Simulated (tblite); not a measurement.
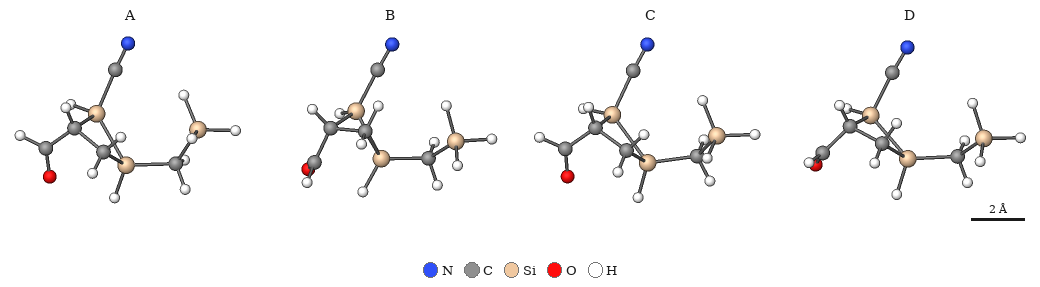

4 geometries from one relaxation of C5H11NOSi3, in shuffled order. The picture is a ball-and-stick view, seen face on.

Level of theory: GFN2-xTB geometry optimisation, gas phase in tblite 0.8.0. 

> Put them in the order of the run, from the start to the converged end.

B, D, C, A. They are steps 0, 42, 85, 214, at +2.216 eV, +0.260 eV, +0.074 eV relative to the last. The energy falls by 2.216 eV in 214 geometry steps. The largest move after the best rigid fit is that of an H atom, 2.20 Å. Largest moves by element: H 2.20 Å, C 0.79 Å, O 0.77 Å, Si 0.48 Å, N 0.17 Å. Near-neighbour distances that change, for instance: C–Si 2.583 → 3.189 Å, C–Si 2.346 → 2.695 Å, C–Si 2.362 → 2.672 Å, Si–Si 2.212 → 2.353 Å. Bond angles that change, for instance: Si–Si–H 117.7° → 135.0°, C–Si–H 115.7° → 100.6°, Si–C–C 87.0° → 99.1°. Groups turn about C–C by about 95°, C–Si by about 40°, C–C by about 25°.
